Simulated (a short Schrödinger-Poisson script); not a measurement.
Stack: symmetric double-gate stack, SiO2 on p-type Si(100), at 400 K.

```
layer  material  thickness (nm)  Na (cm⁻³)
-----  --------  --------------  ---------
1          SiO2             2.5          -
2            Si              15       4e16
3          SiO2             2.5          -
```

The device is made up for the run: typed textbook-type constants, with dimensions and the other settings drawn at random. SiO2: permittivity 3.9, conduction-band edge (eV) 3.15, gap (eV) 9, electron mass (mₑ) 0.5. Si: permittivity 11.7, conduction-band edge (eV) 0, gap (eV) 1.124, Nv at 300 K (cm⁻³) 3.1e19.

Channel valleys (confinement mass, in-plane density-of-states mass, number): Δ2 0.916, 0.19, 2; Δ4 0.19, 0.417, 4. At the gates, both at one voltage, the conduction-band edge of layer 1 lies 3.44 eV − eVg above the Fermi level of the channel. Gaps are held at their typed values at every temperature. Mesh 0.03 nm at interfaces.

From a short Schrödinger-Poisson script (our own, NumPy): 1D Poisson equation in equilibrium, electrons quantum, Hartree (BenDaniel-Duke, 12 states a valley, the channel's in-plane mass for all, wave functions ending at the dielectric), parabolic valleys, classical holes, full ionisation, no traps, pinning or gate leakage.

Only gate voltages with over 1e8 electrons/cm² are shown.

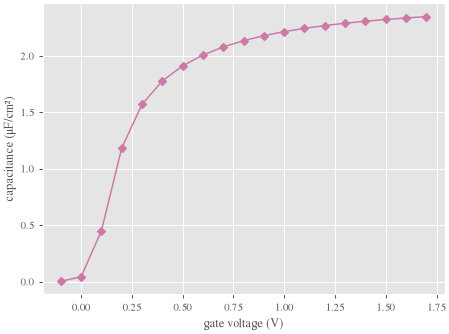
Figure: Quasi-static capacitance against gate voltage

```tsv
Vg (V)	electrons (cm⁻²)	C (μF/cm²)	Δ2 E0 (meV)	Δ2 E1 (meV)	Δ4 E0 (meV)	Δ4 E1 (meV)
-0.1	5.13e8	< 0.003	396.9	402.1	403.8	430.0
0	9.14e9	0.0421	297.6	302.8	304.6	330.7
0.1	1.25e11	0.449	207.7	212.2	214.7	240.2
0.2	6.46e11	1.18	151.6	153.8	159.7	182.5
0.3	1.52e12	1.57	120.1	120.6	132.5	151.7
0.4	2.57e12	1.78	97.6	97.7	116.9	132.8
0.5	3.72e12	1.91	79.9	79.9	106.6	119.7
0.6	4.94e12	2.01	65.4	65.4	99.0	110.1
0.7	6.22e12	2.08	53.1	53.1	93.2	102.6
0.8	7.54e12	2.13	42.5	42.5	88.4	96.6
0.9	8.88e12	2.18	33.1	33.1	84.5	91.6
1	1.03e13	2.21	24.7	24.7	81.1	87.4
1.1	1.16e13	2.24	17.1	17.1	78.1	83.7
1.2	1.31e13	2.27	10.0	10.0	75.4	80.5
1.3	1.45e13	2.29	3.5	3.5	73.1	77.7
1.4	1.59e13	2.31	-2.6	-2.6	70.9	75.1
1.5	1.74e13	2.32	-8.4	-8.4	68.9	72.7
1.6	1.88e13	2.34	-13.9	-13.9	67.0	70.6
1.7	2.03e13	2.35	-19.2	-19.2	65.2	68.5
```

Subbands count from the Fermi level. The capacitance is that of both gates.
